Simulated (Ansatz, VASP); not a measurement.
## Fe in two plane-wave programs

Aim: how closely do two programs agree when they are given the same cell, functional and k mesh? The cell comes out of the VASP series on this material, whose earlier steps may have relaxed, scaled or displaced it; both programs get it as it stands.

Calculated with Ansatz 0.2.0; plane waves, with VASP 6.6.1 beside it; relaxation of cell and atoms at PBE.

## Step 1: Set-up

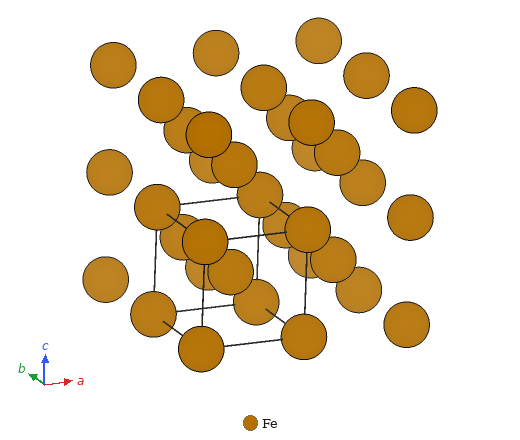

The starting structure, seen slightly off an axis (iron orange). 2×2×2 cells are drawn. This picture shows the conventional cell, with its axes. Some periodic images of atoms are drawn too.

## Step 2: Ansatz: relaxation of cell and atoms, PBE

Ansatz runs on its default PAW (the set named soft_2) files.

The relaxed volume is the usual yardstick between codes: its relative difference is about their pressure difference at one cell divided by the bulk modulus.

Contents of input.yaml:

```yaml
crystal:
  lattice:
    - [-1.4154625097, 1.4154625097, 1.4154625097]
    - [1.4154625097, -1.4154625097, 1.4154625097]
    - [1.4154625097, 1.4154625097, -1.4154625097]
  atoms:
    - { symbol: Fe, position: [0.0, 0.0, 0.0], spin: 3.0 }
hamiltonian:
  xc: pbe
  pseudopotentials: { kind: paw }
magnetization:
  spin_polarized: true
kpoints:
  mp_grid: { grid: [22, 22, 22] }
scf:
  occupations: { method: methfessel_paxton, width: 0.15 }
relax:
  f_tol: 0.01
  max_steps: 60
  cell: { stress_tol: 0.05 }
output:
  forces: true
  stress: true
  write_density: true
  write_potential: true
  elf: true
  volumetric_format: npy
```

Command:

```console
$ ansatz run input.yaml --threads 4 --pin off --max-ram 9216MiB --backend cpu --events-out ev --progress --plain --runs-dir out
```

Numbers of over 12 decimals in the logs are rounded to 6 here.

Log:

```text
Engine: ansatz 0.2.0, aarch64-unknown-linux-gnu
Pseudopotentials: kind: paw
Pseudopotential: Fe, paw, valence charge 16, recommended cutoff 420 eV (normal), Fe.paw.azcp
Functional definition: PBE
  parameter kappa = 0.804
  parameter beta = 0.066725
  exchange = pbe_x(kappa = kappa, mu = beta*pi^2/3)
  correlation = pbe_c(beta = beta)
Crystal: 1 atoms, lattice volume = 11.344 Å³
Basis set: ecut = 420 eV, 225 PW (Γ), exchange–correlation on 36×36×36 points (8 copies of the dense FFT grid, shifted against one another)
Bands: 14, of which v1, the nominal top of the filled ones, is band 8 counted from 1 (7 counted from 0)
Symmetry: 48 space group operations
Space group: Im-3m (ITA 229), of the structure as read, at distance tolerance 2.2e-5 Å
Magnetic group: BNS 229.140 (UNI 1642), of the structure as read, at distance tolerance 2.2e-5 Å
k-points: 328 of 10648
Non-local potential: Fe, projectors of the file, l = 0: 3, l = 1: 2, l = 2: 3, l = 3: 1
PAW form: soft (Blöchl's): semilocal exchange-correlation on the pseudo side does not see the compensation charge
PAW one-centre angular grid: Fe, 590 points (default); XC on 64 Gauss nodes
Initial density: superposition of atomic densities (chi_scale 0.1, normalization cell)
Starting moments: Σ|m| = 3 μB on 1 of 1 site
Initial wavefunctions: pseudopotential atomic-orbital guess
Functional: x = pbe(κ = 0.804, μ = 0.219515), c = pbe(β = 0.066725)
SCF iter   1: F=—  HF=-4480.318527 eV  |F-HF|=—  |Δ(HF+E_count)|=         —  Δρ=8.04e-2 (↑8.04e-2 ↓6.47e-2)  dr2=1.39e0  dr2_m=8.27e-2  M=2.492 μB ∫|m|=2.549 μB  β_m=0.30  ethr=3.10e-3  ⟨swp⟩=4.7  Hψ=43854  notcnv=0
Mixer restart at iter 1: flushing history
preconditioner: auto → none  [metal: Δε(μ)=0.005 eV  Ē_g=14.724 eV  σ=0.150 eV  W_gap=0.02  n_scr=0 (ndim 8)  ℏωp=31.2 eV  f_vac=0.000  D(μ)=1.06/eV (n_scr^D=12)]
SCF iter   2: F=—  HF=-4479.821206 eV  |F-HF|=—  |Δ(HF+E_count)|=   4.97e-1  Δρ=2.56e-2 (↑2.56e-2 ↓1.86e-2)  dr2=2.68e-2  dr2_m=3.60e-2  M=2.549 μB ∫|m|=2.631 μB  β_m=0.29  ethr=3.10e-3  ⟨swp⟩=2.9  Hψ=21911  notcnv=0  defer=778
SCF iter   3: F=—  HF=-4480.137130 eV  |F-HF|=—  |Δ(HF+E_count)|=         —  Δρ=4.27e-2 (↑4.27e-2 ↓4.22e-2)  dr2=3.59e-3  dr2_m=1.85e-1  M=2.223 μB ∫|m|=2.300 μB  β_m=0.29  ethr=1.67e-4  ⟨swp⟩=2.5  Hψ=17708  notcnv=0  defer=780
Mixer restart at iter 3: flushing history
SCF iter   4: F=—  HF=-4480.255217 eV  |F-HF|=—  |Δ(HF+E_count)|=   1.18e-1  Δρ=3.32e-2 (↑2.66e-2 ↓3.32e-2)  dr2=4.24e-3  dr2_m=9.17e-2  M=2.217 μB ∫|m|=2.302 μB  β_m=0.62  ethr=2.24e-5  ⟨swp⟩=2.3  Hψ=13620  notcnv=0  defer=782
SCF iter   5: F=—  HF=-4480.501863 eV  |F-HF|=—  |Δ(HF+E_count)|=   2.47e-1  Δρ=2.28e-2 (↑2.28e-2 ↓6.47e-3)  dr2=3.97e-2  dr2_m=1.21e-2  M=2.146 μB ∫|m|=2.252 μB  β_m=0.50  ethr=2.24e-5  ⟨swp⟩=2.8  Hψ=18859  notcnv=0  defer=783
SCF iter   6: F=—  HF=-4480.489370 eV  |F-HF|=—  |Δ(HF+E_count)|=   1.25e-2  Δρ=4.05e-3 (↑4.05e-3 ↓2.68e-3)  dr2=4.18e-3  dr2_m=7.97e-5  M=2.172 μB ∫|m|=2.284 μB  β_m=0.64  ethr=2.24e-5  ⟨swp⟩=2.0  Hψ=21487  notcnv=0  defer=777
SCF iter   7: F=—  HF=-4480.490453 eV  |F-HF|=—  |Δ(HF+E_count)|=   1.08e-3  Δρ=5.70e-4 (↑5.70e-4 ↓4.14e-4)  dr2=8.59e-5  dr2_m=1.87e-6  M=2.165 μB ∫|m|=2.279 μB  β_m=0.82  ethr=2.24e-5  ⟨swp⟩=1.5  Hψ=11077  notcnv=0  defer=777
SCF iter   8: F=—  HF=-4480.490493 eV  |F-HF|=—  |Δ(HF+E_count)|=   4.00e-5  Δρ=4.15e-5 (↑4.06e-5 ↓4.15e-5)  dr2=9.87e-8  dr2_m=9.06e-8  M=2.164 μB ∫|m|=2.278 μB  β_m=0.91  ethr=5.37e-7  ⟨swp⟩=2.3  Hψ=11585  notcnv=0  defer=775
[...]
Mixer restart at iter 9: flushing history
iteration 9: the input's own smearing fills from here on; a Gaussian of 0.15 eV has filled iterations ahead of it
SCF iter  10: F=—  HF=-4480.485068 eV  |F-HF|=—  |Δ(HF+E_count)|=   8.78e-6  S|Δr|=    0.00e0  Δρ=3.34e-4 (↑3.34e-4 ↓3.09e-4)  dr2=2.93e-5  dr2_m=1.00e-7  M=2.162 μB ∫|m|=2.277 μB  β_m=0.54  ethr=6.17e-10  ⟨swp⟩=3.0  Hψ=18889  notcnv=0  defer=775  recentre
SCF iter  11: F=—  HF=-4480.485062 eV  |F-HF|=—  |Δ(HF+E_count)|=   5.70e-6  S|Δr|=    0.00e0  Δρ=3.25e-4 (↑3.25e-4 ↓6.26e-5)  dr2=7.91e-6  dr2_m=2.75e-6  M=2.162 μB ∫|m|=2.277 μB  β_m=0.33  ethr=6.17e-10  ⟨swp⟩=3.0  Hψ=18965  notcnv=0  defer=775
SCF iter  12: F=—  HF=-4480.485061 eV  |F-HF|=—  |Δ(HF+E_count)|=   1.04e-6  S|Δr|=    0.00e0  Δρ=7.52e-5 (↑7.52e-5 ↓6.27e-5)  dr2=8.49e-9  dr2_m=4.89e-7  M=2.162 μB ∫|m|=2.277 μB  β_m=0.70  ethr=6.17e-10  ⟨swp⟩=5.3  Hψ=47248  notcnv=0
SCF iter  13: F=-4480.485061 eV  HF=-4480.485061 eV  |F-HF|=3.03e-10  |Δ(HF+E_count)|=   2.91e-7  S|Δr|=    0.00e0  Δρ=2.97e-6 (↑2.97e-6 ↓2.39e-6)  dr2=3.45e-10  dr2_m=5.78e-10  M=2.161 μB ∫|m|=2.276 μB  ethr=5.30e-11  ⟨swp⟩=6.5  Hψ=38984  notcnv=0
SCF 1 converged in 13 iterations: F = -4480.485061 eV  dr2 = 3.45e-10
  Residual-converged pass: ⟨swp⟩=1.0  Hψ=11834  notcnv=0  max |occ|·‖R‖ = 7.1e-9 eV (tolerance 1.0e-8 eV)  dr2=3.45e-10  dr2_m=5.78e-10  dr2_onsite=4.84e-10  max |Δocc| = 4.8e-11
  greatest PAW one-centre occupation: 1.001 electrons in one spin orbital (limit 2), on the Fe atom at site 0 (counted from 0), in its partial waves of l = 1
relax step   1: F+E_penalty+E_count = -4480.48506142 eV  Δ(F+E_penalty+E_count) = +0.000e0 eV  max|allowed force component| = 0.000e0 eV/Å  Δτ_max = 0.0000 Å  P = -0.032 GPa  Ω = 11.344 Å³  (13 SCF iters, dr2 threshold 1.00e-7 eV, accepted)
Initial density: handed on by an earlier stage of this run
Starting moments: Σ|m| = 3 μB on 1 of 1 site; this step starts from the density that it was given
Initial wavefunctions: pseudopotential atomic-orbital guess (no wavefunctions were taken with the density)
iter 1 solved again at ethr=2.65e-9 eV; its pass at ethr=3.10e-3 eV (dr2=4.23e-7 eV) is discarded
SCF iter   1: F=—  HF=-4480.485061 eV  |F-HF|=—  |Δ(HF+E_count)|=         —  Δρ=2.85e-6 (↑2.85e-6 ↓2.42e-6)  dr2=2.94e-10  dr2_m=5.63e-10  M=2.161 μB ∫|m|=2.276 μB  β_m=0.30  ethr=2.65e-9  ⟨swp⟩=3.1  Hψ=72028  notcnv=0
preconditioner: auto → none  [metal: Δε(μ)=0.008 eV  Ē_g=15.032 eV  σ=0.150 eV  W_gap=0.05  n_scr=0 (ndim 8)  ℏωp=31.2 eV  f_vac=0.000  D(μ)=0.97/eV (n_scr^D=12)]
SCF iter   2: F=—  HF=-4480.485061 eV  |F-HF|=—  |Δ(HF+E_count)|=  8.28e-10  S|Δr|=    0.00e0  Δρ=2.16e-6 (↑1.38e-6 ↓2.16e-6)  dr2=4.07e-11  dr2_m=2.96e-10  M=2.161 μB ∫|m|=2.276 μB  β_m=0.49  ethr=1.84e-12  ⟨swp⟩=2.1  Hψ=13721  notcnv=0
SCF iter   3: F=—  HF=-4480.485061 eV  |F-HF|=—  |Δ(HF+E_count)|=  3.86e-10  S|Δr|=    0.00e0  Δρ=1.80e-6 (↑1.80e-6 ↓7.05e-7)  dr2=2.15e-10  dr2_m=1.10e-10  M=2.161 μB ∫|m|=2.276 μB  β_m=0.46  ethr=1.00e-12  ⟨swp⟩=5.7  Hψ=38031  notcnv=0
SCF iter   4: F=-4480.485061 eV  HF=-4480.485061 eV  |F-HF|=6.37e-12  |Δ(HF+E_count)|=  5.37e-11  S|Δr|=    0.00e0  Δρ=1.91e-7 (↑1.37e-7 ↓1.91e-7)  dr2=7.58e-12  dr2_m=1.81e-13  M=2.161 μB ∫|m|=2.276 μB  ethr=1.00e-12  ⟨swp⟩=3.5  Hψ=36982  notcnv=0
SCF 2 converged in 4 iterations: F = -4480.485061 eV  dr2 = 7.58e-12
relax step   2: F+E_penalty+E_count = -4480.48506142 eV  Δ(F+E_penalty+E_count) = -3.565e-10 eV  max|allowed force component| = 0.000e0 eV/Å  Δτ_max = 0.0000 Å  P = -0.032 GPa  Ω = 11.344 Å³  stress off target by 3.16e-2 GPa  SCF on the basis re-selected at this cell (its energy is not comparable with the rows above)  (4 SCF iters)
basis re-selected at this cell: Δ(F+E_penalty+E_count) = -3.565e-10 eV, ΔP = +0.000 GPa vs the last step (what re-selecting the basis moved, of the pressure what is left beyond the Pulay correction that the steps carried, after the strain that the cell walked since its last selection, with what the two solves' SCF thresholds leave and, on support functions, any second-order correction that the steps lacked; it is no  [...]
SCF converged after 4 iterations
Stability not checked: this state was not tested for a lower state beside it, because cold or Methfessel-Paxton smearing, or corrected tetrahedra, fill the levels in a way that the test cannot read (fill_not_monotonic; see scf.lower_state_search)
Magnetization: 2.1614 μB (9.0807 up, 6.9193 down)
Absolute magnetization: 2.2764 μB (∫|ρ↑−ρ↓|, with the PAW one-centre terms)
Spin contamination: 0.0364 ħ² per cell (⟨S²⟩ above its minimum at these occupations)
Per-site moments (μB) at R_I (Å): [(2.207718, 1.011307)]
Free energy (F): -4480.485061 eV
Harris-Foulkes:  -4480.485061 eV  (|F-HF|=6.37e-12)
Internal energy: -4480.485117 eV  (E = F + TS)
E sigma→0 (E₀):  -4480.485075 eV
Entropy (-TS):   0.000055 eV (0.055 meV/atom)
Fermi energy:    18.563754 eV
--- Per-component energies (eV) ---
  E_band       = -211.218210
  E_kinetic    = 350.570610
  E_local      = -2062.018552  (includes V_loc(G=0)·N_el)
  E_nonlocal   = 218.278798
  E_hartree    = 866.244162
  E_xc         = -117.960370
  E_vxc        = -151.902006  (∫ρ·V_xc dr)
  E_paw        = -1366.173833  (= ΣΔE_a)
  E_vpaw       = -298.636214  (= ΣTr[D̂ρ^β])
  E_aug_tail   = 0.000988  (compensation charges beyond the density's cutoff)
  E_ewald      = -2369.426920
  E_smearing   = 0.000055  (= −TS)
  E_closure    = -0.000000  (closes the sum)
  Σ components = -4480.485061   (vs F -4480.485061, Δ=0.00e0)
--- Forces (eV/Å), atoms counted from 1 ---
  atom   1  Fe    -0.00000000     0.00000000     0.00000000
  max |Σ_I F_I| component: 1.91e-30 eV/Å
--- Stress (GPa, compression-positive) ---
       -0.031649       0.000000       0.000000
        0.000000      -0.031649       0.000000
        0.000000       0.000000      -0.031649
  P = ⅓ Tr σ = -0.0316 GPa (-0.316 kbar)
--- Band table (eV; the first three rows and the last of 656) ---
  k-point 0 ↑: bands = [... 4 lower, 10.0301, 16.2720, 16.2720, 16.2720, 17.4860, 17.4860, 42.9443, 42.9443, ... 2 higher]
  k-point 1 ↑: bands = [... 4 lower, 10.1166, 16.2481, 16.2705, 16.3186, 17.4614, 17.4879, 42.4296, 42.8456, ... 2 higher]
  k-point 2 ↑: bands = [... 4 lower, 10.3723, 16.1788, 16.2604, 16.4561, 17.3992, 17.4938, 41.1269, 42.4892, ... 2 higher]
  k-point 327 ↓: bands = [... 4 lower, 15.4978, 15.4978, 20.8805, 20.8805, 20.8805, 28.6677, 28.6677, 28.6677, ... 2 higher]
--- Relaxed structure (1 steps of the walk, 1 accepted, 1 SCFs on fresh bases) ---
  F+E_penalty+E_count = -4480.48506142 eV   max|allowed force component| = 0.000e0 eV/Å   (the final SCF, on the basis selected at the relaxed cell)
  cell:  # Å, volume = 11.3437 Å³
    - [-1.4154625097, 1.4154625097, 1.4154625097]
    - [1.4154625097, -1.4154625097, 1.4154625097]
    - [1.4154625097, 1.4154625097, -1.4154625097]
  atoms:
    - { symbol: Fe, position: [0.0, 0.0, 0.0] }
```

Run time: 4.7 s. Hardware: 4 threads of Arm Neoverse V2, shared host; peak memory 0.38 GiB.

## Step 3: VASP: relaxation of cell and atoms, PBE

The same cell, functional, mesh and smearing now go to VASP, with its own data sets and cutoff.

Lines of VASP's logs that name or quote its potential files are left out, and so is its time.

Contents of INCAR:

```
SYSTEM = Fe
PREC = Accurate
ENCUT = 450
EDIFF = 1E-06
NELM = 100
ISMEAR = 1
SIGMA = 0.15
LREAL = .FALSE.
ALGO = Normal
GGA = PE
NBANDS = 10
ISPIN = 2
MAGMOM = 3
LMAXMIX = 4
LORBIT = 11
LWAVE = .FALSE.
LCHARG = .FALSE.
KPAR = 4
IBRION = 2
NSW = 50
ISIF = 3
EDIFFG = -0.004
```

Contents of POSCAR:

```
Fe
1.0
   -1.4154625097      1.4154625097      1.4154625097
    1.4154625097     -1.4154625097      1.4154625097
    1.4154625097      1.4154625097     -1.4154625097
Fe
1
Direct
    0.0000000000      0.0000000000      0.0000000000
```

Contents of KPOINTS:

```
Automatic mesh
0
Gamma
22 22 22
0 0 0
```

Potentials, in the order of the species: Fe (PBE family, release 64).

Command:

```console
$ mpirun -np 4 vasp_std
```

Log:

```text
[banner, memory and clock lines left out]
running    4 mpi-ranks, on    1 nodes
 distrk:  each k-point on    1 cores,    4 groups
 distr:  one band on    1 cores,    1 groups

 POSCAR found type information on POSCAR Fe
 POSCAR found :  1 types and       1 ions
 LDA part: xc-table for (Slater+PW92), standard interpolation
 POSCAR, INCAR and KPOINTS ok, starting setup
 FFT: planning ... GRIDC
 FFT: planning ... GRID_SOFT
 FFT: planning ... GRID
 WAVECAR not read
 entering main loop
       N       E                     dE             d eps       ncg     rms          rms(c)
DAV:   1     0.156842109197E+02    0.15684E+02   -0.37324E+03 13962   0.876E+02
DAV:   3    -0.912683258258E+01   -0.42683E+00   -0.42490E+00 14548   0.211E+01
DAV:   4    -0.912861961489E+01   -0.17870E-02   -0.17869E-02 14156   0.125E+00
DAV:   5    -0.912863338143E+01   -0.13767E-04   -0.13766E-04 14336   0.107E-01    0.115E+01
DAV:   6    -0.830804141582E+01    0.82059E+00   -0.11448E+01 14330   0.505E+01    0.542E+00
DAV:   7    -0.825150115823E+01    0.56540E-01   -0.65154E-01 14432   0.117E+01    0.323E+00
DAV:   8    -0.824385339084E+01    0.76478E-02   -0.68443E-03 16348   0.614E-01    0.140E+00
DAV:   9    -0.823665444418E+01    0.71989E-02   -0.69423E-03 16774   0.542E-01    0.278E-01
DAV:  10    -0.823671454321E+01   -0.60099E-04   -0.10808E-03 13858   0.397E-01    0.101E-01
DAV:  11    -0.823670937479E+01    0.51684E-05   -0.13563E-04 14292   0.148E-01    0.358E-02
DAV:  12    -0.823670839808E+01    0.97671E-06   -0.35772E-06 13828   0.297E-02
   1 F= -.82367084E+01 E0= -.82365082E+01  d E =-.823671E+01  mag=     2.1948
[...]
2 F= -.82366700E+01 E0= -.82364815E+01  d E =0.383523E-04  mag=     2.1889
[...]
3 F= -.82367117E+01 E0= -.82365141E+01  d E =-.329879E-05  mag=     2.1926
 curvature:  -0.19 expect dE=-0.495E-06 dE for cont linesearch -0.495E-06
 ZBRENT: interpolating
 opt :   0.2225  next Energy=    -8.236712 (dE=-0.359E-05)
 bond charge predicted
       N       E                     dE             d eps       ncg     rms          rms(c)
DAV:   1    -0.823671369576E+01   -0.21715E-05   -0.31552E-05 13336   0.936E-02    0.123E-02
DAV:   2    -0.823671217025E+01    0.15255E-05   -0.16185E-05 12082   0.558E-02    0.115E-02
DAV:   3    -0.823671206362E+01    0.10664E-06   -0.11742E-06  6576   0.158E-02
   4 F= -.82367121E+01 E0= -.82365138E+01  d E =-.366554E-05  mag=     2.1928
 curvature:  -0.11 expect dE=-0.409E-07 dE for cont linesearch -0.409E-07
 trial: gam=-0.06762 g(F)=  0.880E-64 g(S)=  0.368E-06 ort = 0.505E-05 (trialstep = 0.844E+00)
 search vector abs. value=  0.206E-08
 reached required accuracy - stopping structural energy minimisation
```

(Part 1 of 2 ends here.)

[Lines on the potential files, build, host, timing and source positions are cut from VASP's logs without a mark.]

[Logs are printed without paths, hosts, clocks, repeated set-up lines and the standing remarks that a program may print on its own settings, such as how far it seeks lower states.]

[Hosts, paths, dates, database ids (printed as entryN), source tags and the programs' standing remarks are cut or masked in the printed files.]
